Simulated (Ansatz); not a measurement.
**SiCl+ (triplet): from Hartree-Fock to the top rungs, cc-pVDZ**

How much of the correlation energy of SiCl+ (triplet) does each wave-function method recover here?

Method: cc-pVDZ, core rule «outside noble gas», up to 10 orbitals frozen; program: Ansatz 0.2.0, Gaussian basis.

To be run: UHF; CCSD(T) on ROHF; CCSD(T) on UHF; BCCD(T) on ROHF; CISD as a restricted active space (open shells left free, so some higher excitations enter); CCSDT(Q) on ROHF; CCSDT(Q) on UHF; CASSCF and MRCISD+Q, 10 electrons in 8 orbitals; CASSCF and NEVPT2, 10 electrons in 8 orbitals.

9 further runs of the same task are left out: 3 that didn't finish, 6 set aside as unsound or not needed. Runs told in other sessions of the task aren't counted.

## 1. The geometry

The geometry is a PBE0/def2-TZVP stationary point (not a proven minimum) of the parent state, kept for this charge and spin.

2 atoms, charge 1, spin multiplicity 3.

Atoms are counted from 1 here; the program's logs count them from 0.

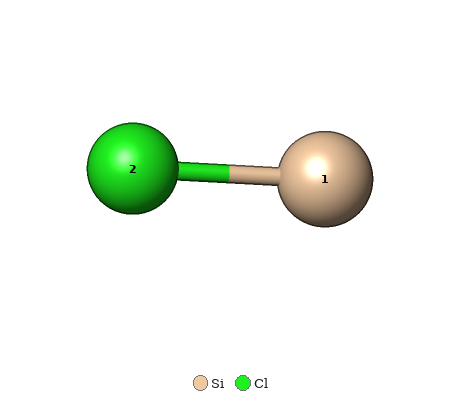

The structure; silicon light orange, chlorine green; atoms are numbered from 1 in the order of the file.

In the tables R marks a restricted open-shell determinant and U an unrestricted one; 'valence' is the active space of 10 electrons in 8 orbitals; energies count from the table's Hartree-Fock row.

## 2. UHF

in.yaml reads:

```yaml
crystal:
  periodic: [false, false, false]
  atoms:
    - {symbol: Si, position_ang: [0.000000, 0.000000, 0.000000]}
    - {symbol: Cl, position_ang: [0.000000, 0.000000, 2.067100]}
basis:
  gaussian: {orbitals: cc-pVDZ}
total_charge: 1
magnetization: {spin_polarized: true, initial_magnetization: 2}
hamiltonian: {xc: hf}
output: {orbitals: {seedname: orbitals}}
```

The run is started by

```console
$ ansatz run in.yaml --threads 1 --pin off --events-out ev --progress --plain --max-ram 2393MiB
```

What it wrote:

```text
Functional definition: HF
  name "HF"
  cite "Fock, Z. Phys. 61, 126 (1930) doi:10.1007/BF01340294"
  parent pbe
  exchange = exact_x
  correlation = 0
379 factors; integrals over basis functions are off by at most 1.0e-3 eV
mean field evaluation 1: about -20352.8049 eV, gradient 1.8e1 eV
mean field evaluation 2: about -20352.8090 eV, gradient 1.8e1 eV
mean field evaluation 4: about -20355.4178 eV, gradient 2.0e0 eV
mean field evaluation 8: about -20355.5092 eV, gradient 1.8e-1 eV
mean field evaluation 16: about -20354.5396 eV, gradient 3.7e-1 eV
mean field evaluation 32: about -20354.2788 eV, gradient 6.8e-1 eV
mean field -20355.51101467 eV, -748.0512323283 hartree, gradient 1.9e-5 eV, S^2 2.015510; 1 other end points of the search recorded, 0 dependent functions left out
reference -20355.51101467 eV, -748.0512323283 hartree; 16, 14 occupied and 20, 22 virtual orbitals, 379 factors
Total energy: -20355.51101467 eV, -748.0512323283 hartree
```

Run time: 0.51 s. Hardware: 1 thread of Arm Neoverse V1, shared host.

From the report: ⟨S²⟩ of the determinant 2.016 (pure triplet: 2.00).

## 3. CCSD(T) on ROHF

in.yaml reads:

```yaml
crystal:
  periodic: [false, false, false]
  atoms:
    - {symbol: Si, position_ang: [0.000000, 0.000000, 0.000000]}
    - {symbol: Cl, position_ang: [0.000000, 0.000000, 2.067100]}
basis:
  gaussian: {orbitals: cc-pVDZ}
total_charge: 1
magnetization: {spin_polarized: false, initial_magnetization: 2}
correlation: {method: ccsd_t, electrons: outside_noble_gas}
```

The command is unchanged.

What it wrote, cut to the lines that bear on the results:

```text
Functional definition: HF
  name "HF"
  cite "Fock, Z. Phys. 61, 126 (1930) doi:10.1007/BF01340294"
  parent pbe
[...]
379 factors; integrals over basis functions are off by at most 1.0e-3 eV
[...]
mean field -20355.41502621 eV, -748.0477048172 hartree, gradient 1.1e-6 eV, S^2 2.000000; 10 other end points of the search recorded, 0 dependent functions left out
[...]
determinant -20355.41502621 eV, -748.0477048172 hartree, with singles and doubles -20360.73291520 eV, -748.2431336332 hartree
determinant -20354.28261344 eV, -748.0060894158 hartree, with singles and doubles -20359.73557630 eV, -748.2064821044 hartree
determinant -20354.05249955 eV, -747.9976328860 hartree, with singles and doubles -20359.51790647 eV, -748.1984828857 hartree
10 core orbitals not correlated: weight in the atoms' cores, before any rotation towards them, 1.000 or more for the frozen orbitals, at most 0.000 for the correlated occupied ones
reference -20355.41502621 eV, -748.0477048172 hartree; 6, 4 occupied and 20, 22 virtual orbitals, 379 factors
second order -4.66550823 eV of doubles, -0.04717524 eV of singles
cycle   1  -5.31888167 eV  change   -9.9e-4 eV  update   1.5e-3
[...]
cycle   7  -5.32003408 eV  change    2.5e-6 eV  update   7.2e-6
perturbative correction -0.18314600 eV, -0.0067304914 hartree
Total energy: -20360.91820629 eV, -748.2499429551 hartree
```

Wall time 2.5 s (1 thread of Arm Neoverse V1, shared host).

From the report: correlation -5.5032 eV; T1 0.036; largest double amplitude 0.07.

## 4. CCSD(T) on UHF

Changes to in.yaml since step 3:

```diff
@@ -8,3 +8,3 @@
 total_charge: 1
-magnetization: {spin_polarized: false, initial_magnetization: 2}
+magnetization: {spin_polarized: true, initial_magnetization: 2}
 correlation: {method: ccsd_t, electrons: outside_noble_gas}
```

The command is unchanged.

What it wrote, cut to the lines that bear on the results:

```text
Functional definition: HF
  name "HF"
  cite "Fock, Z. Phys. 61, 126 (1930) doi:10.1007/BF01340294"
  parent pbe
[...]
379 factors; integrals over basis functions are off by at most 1.0e-3 eV
[...]
mean field -20355.51101467 eV, -748.0512323283 hartree, gradient 1.4e-6 eV, S^2 2.015509; 8 other end points of the search recorded, 0 dependent functions left out
determinant -20355.51101467 eV, -748.0512323283 hartree, with singles and doubles -20360.74060666 eV, -748.2434162891 hartree
determinant -20354.54496649 eV, -748.0157307125 hartree, with singles and doubles -20359.74177372 eV, -748.2067098556 hartree
determinant -20354.29674774 eV, -748.0066088416 hartree, with singles and doubles -20359.52423363 eV, -748.1987154047 hartree
10 core orbitals not correlated: weight in the atoms' cores, before any rotation towards them, 1.000 or more for the frozen orbitals, at most 0.000 for the correlated occupied ones
reference -20355.51101467 eV, -748.0512323283 hartree; 6, 4 occupied and 20, 22 virtual orbitals, 379 factors
second order -4.62601018 eV of doubles, -0.00000000 eV of singles
cycle   1  -5.23026719 eV  change   -6.8e-4 eV  update   1.1e-3
[...]
cycle   8  -5.23096229 eV  change    8.3e-6 eV  update   3.5e-6
perturbative correction -0.17551326 eV, -0.0064499934 hartree
Total energy: -20360.91749022 eV, -748.2499166402 hartree
```

Wall time 2.3 s (1 thread of Arm Neoverse V1, shared host).

From the report: ⟨S²⟩ of the determinant 2.016 (pure triplet: 2.00); correlation -5.4065 eV; T1 0.026; largest double amplitude 0.06.

## 5. BCCD(T) on ROHF

Changes to in.yaml since step 4:

```diff
@@ -8,3 +8,3 @@
 total_charge: 1
-magnetization: {spin_polarized: true, initial_magnetization: 2}
-correlation: {method: ccsd_t, electrons: outside_noble_gas}
+magnetization: {spin_polarized: false, initial_magnetization: 2}
+correlation: {method: bccd_t, electrons: outside_noble_gas}
```

Same command.

What it wrote, cut to the lines that bear on the results:

```text
Functional definition: HF
  name "HF"
  cite "Fock, Z. Phys. 61, 126 (1930) doi:10.1007/BF01340294"
  parent pbe
[...]
379 factors; integrals over basis functions are off by at most 1.0e-3 eV
[...]
mean field -20355.41502621 eV, -748.0477048172 hartree, gradient 1.1e-6 eV, S^2 2.000000; 10 other end points of the search recorded, 0 dependent functions left out
[...]
determinant -20355.41502621 eV, -748.0477048172 hartree, with singles and doubles -20360.73291520 eV, -748.2431336332 hartree
determinant -20354.28261344 eV, -748.0060894158 hartree, with singles and doubles -20359.73557630 eV, -748.2064821044 hartree
determinant -20354.05249955 eV, -747.9976328860 hartree, with singles and doubles -20359.51790647 eV, -748.1984828857 hartree
10 core orbitals not correlated: weight in the atoms' cores, before any rotation towards them, 1.000 or more for the frozen orbitals, at most 0.000 for the correlated occupied ones
reference -20355.41502621 eV, -748.0477048172 hartree; 6, 4 occupied and 20, 22 virtual orbitals, 379 factors
second order -4.66550823 eV of doubles, -0.04717524 eV of singles
cycle   1  -5.30708095 eV  change    1.1e-2 eV  update   2.1e-2
[...]
cycle  10  -5.30761301 eV  change   -3.9e-7 eV  update   6.7e-6
perturbative correction -0.19150997 eV, -0.0070378616 hartree
Total energy: -20360.91414918 eV, -748.2497938591 hartree
```

It took 2.7 s on 1 thread of Arm Neoverse V1, shared host.

From the report: correlation -5.4991 eV; largest double amplitude 0.06.

## 6. CISD as a restricted active space (open shells left free, so some higher excitations enter)

Changes to in.yaml since step 5:

```diff
@@ -9,2 +9,2 @@
 magnetization: {spin_polarized: false, initial_magnetization: 2}
-correlation: {method: bccd_t, electrons: outside_noble_gas}
+correlation: {active_space: {ras: {orbitals: [4, 2, 20], electrons: 10, max_holes: 2, max_particles: 2}, fixed_orbitals: true}}
```

The command is unchanged.

What it wrote:

```text
Functional definition: HF
  name "HF"
  cite "Fock, Z. Phys. 61, 126 (1930) doi:10.1007/BF01340294"
  parent pbe
  exchange = exact_x
  correlation = 0
379 factors; integrals over basis functions are off by at most 1.0e-3 eV
mean field evaluation 1: about -20352.6745 eV, gradient 2.2e1 eV
mean field evaluation 2: about -20352.6783 eV, gradient 2.2e1 eV
mean field evaluation 4: about -20355.2723 eV, gradient 2.3e0 eV
mean field evaluation 8: about -20355.4148 eV, gradient 1.2e-1 eV
mean field evaluation 16: about -20354.2826 eV, gradient 6.2e-2 eV
mean field evaluation 32: about -20354.2826 eV, gradient 5.2e-5 eV
mean field evaluation 64: about -20354.0337 eV, gradient 1.2e1 eV
mean field evaluation 96: about -20354.2826 eV, gradient 6.7e-4 eV
mean field -20355.41502621 eV, -748.0477048172 hartree, gradient 1.1e-6 eV, S^2 2.000000; 10 other end points of the search recorded, 0 dependent functions left out
reference -20355.41502621 eV, -748.0477048172 hartree; 16, 14 occupied and 20, 22 virtual orbitals, 379 factors
state -20360.42247865 eV, -748.2317253004 hartree
Total energy: -20360.42247865 eV, -748.2317253004 hartree
```

It took 1.8 s on 1 thread of Arm Neoverse V1, shared host.

From the report: 14,880 determinants.

## 7. CCSDT(Q) on ROHF

Changes to in.yaml since step 6:

```diff
@@ -9,2 +9,2 @@
 magnetization: {spin_polarized: false, initial_magnetization: 2}
-correlation: {active_space: {ras: {orbitals: [4, 2, 20], electrons: 10, max_holes: 2, max_particles: 2}, fixed_orbitals: true}}
+correlation: {method: ccsdt_q, electrons: outside_noble_gas}
```

The command is unchanged.

What it wrote, cut to the lines that bear on the results:

```text
Functional definition: HF
  name "HF"
  cite "Fock, Z. Phys. 61, 126 (1930) doi:10.1007/BF01340294"
  parent pbe
[...]
672 factors; integrals over basis functions are off by at most 1.3e-7 eV
[...]
mean field -20355.41511342 eV, -748.0477080223 hartree, gradient 1.1e-6 eV, S^2 2.000000; 10 other end points of the search recorded, 0 dependent functions left out
[...]
determinant -20355.41511342 eV, -748.0477080223 hartree, with singles and doubles -20360.73300364 eV, -748.2431368831 hartree
determinant -20354.28269199 eV, -748.0060923024 hartree, with singles and doubles -20359.73568127 eV, -748.2064859622 hartree
determinant -20354.05257741 eV, -747.9976357475 hartree, with singles and doubles -20359.51800775 eV, -748.1984866078 hartree
10 core orbitals not correlated: weight in the atoms' cores, before any rotation towards them, 1.000 or more for the frozen orbitals, at most 0.000 for the correlated occupied ones
reference -20355.41511342 eV, -748.0477080223 hartree; 6, 4 occupied and 20, 22 virtual orbitals, 672 factors
second order -4.66551559 eV of doubles, -0.04717540 eV of singles
cycle   1  -5.05854912 eV  change   -3.4e-1 eV  update   8.7e-2
[...]
cycle  20  -5.53075125 eV  change    2.1e-7 eV  update   4.0e-7
perturbative correction -0.01317555 eV, -0.0004841924 hartree
Total energy: -20360.95904022 eV, -748.2514435743 hartree
```

It took 9.5 s on 1 thread of Arm Neoverse V1, shared host.

From the report: correlation -5.5439 eV; T1 0.038; largest double amplitude 0.08.

## 8. CCSDT(Q) on UHF

Changes to in.yaml since step 7:

```diff
@@ -8,3 +8,3 @@
 total_charge: 1
-magnetization: {spin_polarized: false, initial_magnetization: 2}
+magnetization: {spin_polarized: true, initial_magnetization: 2}
 correlation: {method: ccsdt_q, electrons: outside_noble_gas}
```

Same command.

What it wrote, cut to the lines that bear on the results:

```text
Functional definition: HF
  name "HF"
  cite "Fock, Z. Phys. 61, 126 (1930) doi:10.1007/BF01340294"
  parent pbe
[...]
672 factors; integrals over basis functions are off by at most 1.3e-7 eV
[...]
mean field -20355.51110166 eV, -748.0512355250 hartree, gradient 1.5e-6 eV, S^2 2.015509; 8 other end points of the search recorded, 0 dependent functions left out
determinant -20355.51110166 eV, -748.0512355250 hartree, with singles and doubles -20360.74069541 eV, -748.2434195504 hartree
determinant -20354.54504871 eV, -748.0157337338 hartree, with singles and doubles -20359.74187948 eV, -748.2067137422 hartree
determinant -20354.29682893 eV, -748.0066118253 hartree, with singles and doubles -20359.52433589 eV, -748.1987191626 hartree
10 core orbitals not correlated: weight in the atoms' cores, before any rotation towards them, 1.000 or more for the frozen orbitals, at most 0.000 for the correlated occupied ones
reference -20355.51110166 eV, -748.0512355250 hartree; 6, 4 occupied and 20, 22 virtual orbitals, 672 factors
second order -4.62601839 eV of doubles, -0.00000000 eV of singles
cycle   1  -4.99142250 eV  change   -3.7e-1 eV  update   8.3e-2
[...]
cycle  20  -5.43554713 eV  change    1.8e-7 eV  update   3.8e-7
perturbative correction -0.01690822 eV, -0.0006213658 hartree
Total energy: -20360.96355702 eV, -748.2516095636 hartree
```

Run time: 8.5 s. Hardware: 1 thread of Arm Neoverse V1, shared host.

From the report: ⟨S²⟩ of the determinant 2.016 (pure triplet: 2.00); correlation -5.4525 eV; T1 0.029; largest double amplitude 0.07.

## 9. CASSCF and MRCISD+Q, 10 electrons in 8 orbitals

in.yaml reads:

```yaml
crystal:
  periodic: [false, false, false]
  atoms:
    - {symbol: Si, position_ang: [0.000000, 0.000000, 0.000000]}
    - {symbol: Cl, position_ang: [0.000000, 0.000000, 2.067100]}
basis:
  gaussian: {orbitals: cc-pVDZ}
total_charge: 1
magnetization: {spin_polarized: false, initial_magnetization: 2}
correlation: {method: fic_mrcisd_q, electrons: outside_noble_gas, active_space: {window: {electrons: 10, orbitals: 8}, shells: [{species: Cl, l: s, shell: 3}, {species: Cl, l: p, shell: 3}, {species: Si, l: s, shell: 3}, {species: Si, l: p, shell: 3}]}}
```

Same command.

What it wrote, cut to the lines that bear on the results:

```text
Functional definition: HF
  name "HF"
  cite "Fock, Z. Phys. 61, 126 (1930) doi:10.1007/BF01340294"
  parent pbe
[...]
672 factors; integrals over basis functions are off by at most 1.3e-7 eV
[...]
mean field -20355.41511342 eV, -748.0477080223 hartree, gradient 1.1e-6 eV, S^2 2.000000; 10 other end points of the search recorded, 0 dependent functions left out
reference -20355.41511342 eV, -748.0477080223 hartree; 16, 14 occupied and 20, 22 virtual orbitals, 672 factors
state -20356.54758038 eV, -748.0893254154 hartree
contracted CI cycle   1: correlation 0.00000000 eV, 0.0000000000 hartree, residual 1.64e1 eV
contracted CI cycle   2: correlation -3.90862432 eV, -0.1436392942 hartree, residual 3.12e0 eV
contracted CI cycle   3: correlation -4.06268192 eV, -0.1493008067 hartree, residual 6.88e-1 eV
contracted CI cycle   4: correlation -4.07111254 eV, -0.1496106262 hartree, residual 1.77e-1 eV
contracted CI cycle   5: correlation -4.07164728 eV, -0.1496302778 hartree, residual 4.64e-2 eV
contracted CI cycle   6: correlation -4.07168366 eV, -0.1496316145 hartree, residual 1.30e-2 eV
contracted CI cycle   7: correlation -4.07168652 eV, -0.1496317196 hartree, residual 3.67e-3 eV
contracted CI cycle   8: correlation -4.07168674 eV, -0.1496317279 hartree, residual 9.29e-4 eV
state -20356.54758038 eV, -748.0893254154 hartree; corrected -20360.90523409 eV, -748.2494662354 hartree
Total energy: -20360.90523409 eV, -748.2494662354 hartree
Checks for a lower state left out: starts, orbital_swaps
```

Wall time 4.4 s (1 thread of Arm Neoverse V1, shared host).

From the report: 784 determinants; active occupations 2.00, 2.00, 1.98, 1.97, 1.00, 1.00, 0.03, 0.03.

## 10. CASSCF and NEVPT2, 10 electrons in 8 orbitals

in.yaml reads:

```yaml
crystal:
  periodic: [false, false, false]
  atoms:
    - {symbol: Si, position_ang: [0.000000, 0.000000, 0.000000]}
    - {symbol: Cl, position_ang: [0.000000, 0.000000, 2.067100]}
basis:
  gaussian: {orbitals: cc-pVDZ}
total_charge: 1
magnetization: {spin_polarized: false, initial_magnetization: 2}
correlation: {method: sc_nevpt2, electrons: outside_noble_gas, active_space: {window: {electrons: 10, orbitals: 8}, shells: [{species: Cl, l: s, shell: 3}, {species: Cl, l: p, shell: 3}, {species: Si, l: s, shell: 3}, {species: Si, l: p, shell: 3}]}}
```

Launched as before.

What it wrote, cut to the lines that bear on the results:

```text
Functional definition: HF
  name "HF"
  cite "Fock, Z. Phys. 61, 126 (1930) doi:10.1007/BF01340294"
  parent pbe
[...]
672 factors; integrals over basis functions are off by at most 1.3e-7 eV
[...]
mean field -20355.41511342 eV, -748.0477080223 hartree, gradient 1.1e-6 eV, S^2 2.000000; 10 other end points of the search recorded, 0 dependent functions left out
reference -20355.41511342 eV, -748.0477080223 hartree; 16, 14 occupied and 20, 22 virtual orbitals, 672 factors
state -20356.54758038 eV, -748.0893254154 hartree
state -20356.54758038 eV, -748.0893254154 hartree; corrected -20359.95198650 eV, -748.2144350328 hartree
Total energy: -20359.95198650 eV, -748.2144350328 hartree
Checks for a lower state left out: starts, orbital_swaps
```

Wall time 3.5 s (1 thread of Arm Neoverse V1, shared host).

From the report: 784 determinants; active occupations 2.00, 2.00, 1.98, 1.97, 1.00, 1.00, 0.03, 0.03.

## 11. How many determinants matter

Natural occupations of the CASSCF valence state about the gap (report; correlated orbitals 2 to 8): 1.996, 1.976, 1.965, 1.005, 1.003, 0.029, 0.027. The count of effectively unpaired electrons, Σ n²(2 − n)², is 2.01; a single determinant of this spin has 2.

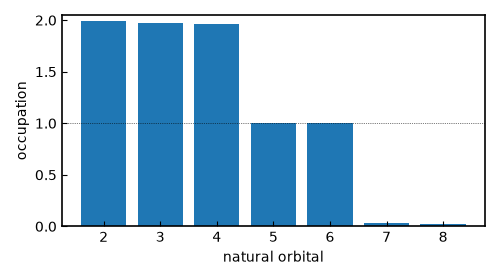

Natural occupations of the CASSCF valence state.

## 12. Misses and costs

The yardstick is UCCSDT(Q), where the cluster series has nearly closed. Rows without a time are mean-field rows or come out of runs for another level: lower rungs of the coupled-cluster runs, CASSCF and MRCISD of the multireference runs, or the Hartree-Fock search.

Differences are taken before rounding.

```
          method  energy from the lowest ROHF (meV)  from UCCSDT(Q) (meV)   time
             ROHF                               0.0               +5548.5       
             UHF                             -96.0               +5452.5       
            RMP2                           -4712.7                +835.8       
            UMP2                           -4722.0                +826.5       
            CISD                           -5007.5                +541.1  1.8 s
           RCCSD                           -5320.0                +228.5       
           UCCSD                           -5327.0                +221.6       
        RCCSD(T)                           -5503.2                 +45.4  2.5 s
        UCCSD(T)                           -5502.5                 +46.1  2.3 s
         BCCD(T)                           -5499.1                 +49.4  2.7 s
          RCCSDT                           -5530.8                 +17.7       
          UCCSDT                           -5531.6                 +16.9       
       RCCSDT(Q)                           -5544.0                  +4.5  9.5 s
       UCCSDT(Q)                           -5548.5                     0  8.5 s
  CASSCF valence                           -1132.6               +4416.0       
  NEVPT2 valence                           -4537.0               +1011.6  3.5 s
  MRCISD valence                           -5204.2                +344.3       
MRCISD+Q valence                           -5490.2                 +58.3  4.4 s
```

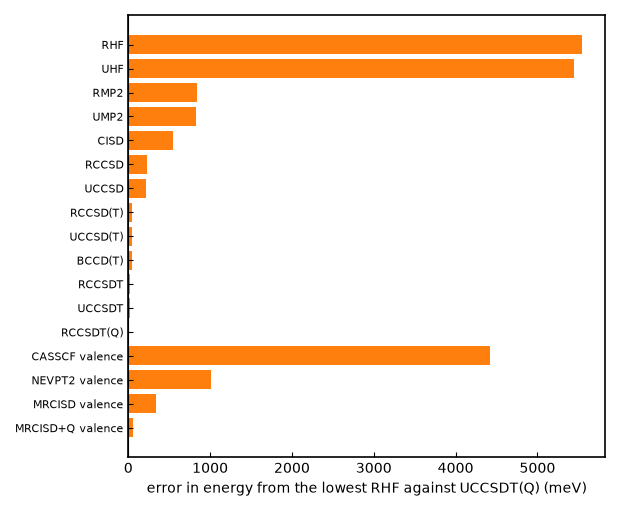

How far each level lands from UCCSDT(Q).

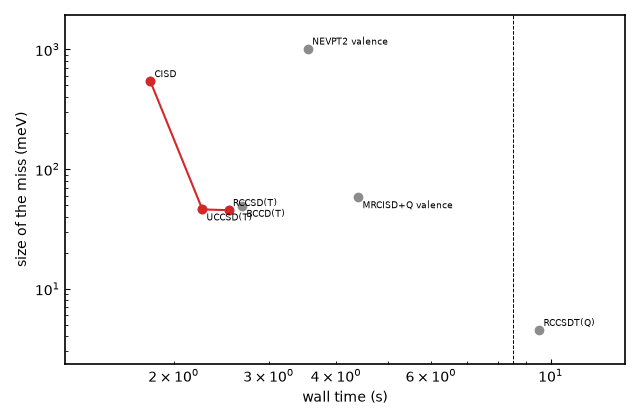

Accuracy for the time spent; red marks the levels that beat every quicker one drawn (of those quicker than the yardstick), and the dashed line is the time of UCCSDT(Q). Times are from a shared host.

## 13. Outcome

```
                         quantity                      value
    UCCSDT(Q) from the ROHF energy                 -5.5485 eV
              RMP2 from UCCSDT(Q)                 +835.8 meV
              UMP2 from UCCSDT(Q)                 +826.5 meV
             RCCSD from UCCSDT(Q)                 +228.5 meV
          RCCSD(T) from UCCSDT(Q)                  +45.4 meV
          UCCSD(T) from UCCSDT(Q)                  +46.1 meV
         RCCSDT(Q) from UCCSDT(Q)                   +4.5 meV
    NEVPT2 valence from UCCSDT(Q)                +1011.6 meV
  MRCISD+Q valence from UCCSDT(Q)                  +58.3 meV
levels within 1 kcal/mol (43 meV)  RCCSDT, UCCSDT, RCCSDT(Q)
                    T1 diagnostic                      0.036
   effectively unpaired electrons                       2.01
```

**Reading.** RCCSD(T) lands +45.4 meV from the yardstick (0.8 % of the correlation energy). One determinant dominates. Of the multireference levels listed MRCISD+Q valence comes nearest in total energy (+58.3 meV), which doesn't show that its space is the better one. These misses are within one basis, not against nature; the frozen cores of restricted and unrestricted runs differ, which can shift their rows.

With open shells the CI space here admits some higher excitations, so it is larger than plain CISD.

RCCSD(T) reaches 45.4 meV from the reference in 2.5 s, where UCCSDT(Q) took 8.5 s; the quickest level in the cost chart, CISD, takes 1.8 s and misses by 541.1 meV.
